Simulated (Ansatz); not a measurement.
**C2F6 (hexafluoroethane): methods side by side**

The species is C2F6 (8 atoms), meant as a singlet with charge 0. As SMILES, `FC(F)(F)C(F)(F)F`. The shape was relaxed beforehand at PBE0/def2-SVP.

Each level gives the adiabatic ionisation energy (to the doublet cation, shapes relaxed at PBE0/def2-SVP, no zero-point term) (eV). The values are calculated.

| level | kind | program | value (eV) | less CCSD(T)/def2-SVP |
| --- | --- | --- | --- | --- |
| PBE/def2-SVP | GGA | Ansatz | 11.68 | -0.84 |
| r2SCAN/def2-SVP | meta-GGA | Ansatz | 12.05 | -0.47 |
| B3LYP/def2-SVP | global hybrid | Ansatz | 12.23 | -0.29 |
| CAM-B3LYP/def2-SVP | range-separated hybrid | Ansatz | 12.45 | -0.07 |
| wB97M-V/def2-SVP | range-separated hybrid | Ansatz | 12.41 | -0.11 |
| RPA@PBE/def2-SVP | RPA | Ansatz | 12.40 | -0.12 |
| MP2/def2-SVP | perturbation theory | Ansatz | 12.49 | -0.03 |
| CCSD(T)/def2-SVP | coupled cluster or CI | Ansatz | 12.52 | 0.00 |

CCSD(T)/def2-SVP is the highest level here, not the true value. The values span 11.68 to 12.52 eV.

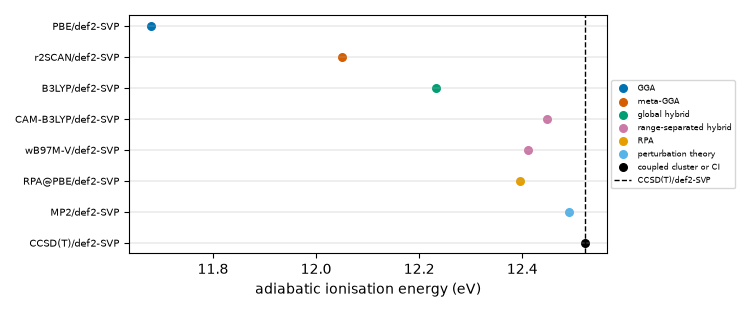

The values of the table, level by level.
